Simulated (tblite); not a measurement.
# C5H7NO2: the cost of one run

Computed with tblite 0.8.0 and PySCF 2.14.0 and routines of our own; the level stands in each step. Atoms count from 0.

## 1. The system as given

15 atoms, charge 0, multiplicity 1; geometry from: force field or distance geometry start.

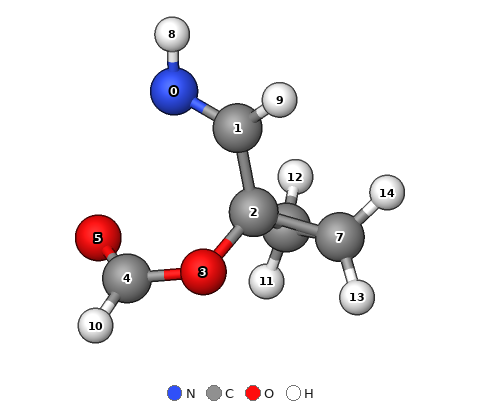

The starting geometry (nitrogen blue, carbon grey, oxygen red, hydrogen white).

## 2. Geometry optimisation with GFN2-xTB, one coordinate held

What the job is given:

```
{"job": {"kind": "relax", "xc": "GFN2-xTB", "basis": "xTB"}, "charge": 0, "multiplicity": 1}
N      0.340800     2.230500    -0.313600
C     -0.049400     1.184800    -0.964900
C     -0.078900    -0.146500    -0.283400
O      1.203100    -0.737800    -0.053400
C      1.939400    -0.242200     0.986400
O      1.600000     0.655900     1.734600
C     -1.194500    -0.476800     0.676400
C     -1.166100    -1.117100    -0.670400
H      0.304800     3.057300    -0.934400
H     -0.347500     1.242300    -2.009400
H      2.899000    -0.776000     1.026300
H     -0.959000    -1.094800     1.543400
H     -1.949800     0.280200     0.887300
H     -0.909600    -2.173400    -0.736900
H     -1.926600    -0.802000    -1.389600
```

Started as:

```sh
$ OMP_NUM_THREADS=1 python excited_run.py task.json out
```

This one command runs all jobs of the session in turn.

Q: Estimate the wall time and peak memory of this first job on 1 thread of Intel Xeon at 2.70GHz, shared host.

About 3.2 s, with a peak of 0.18 GiB.
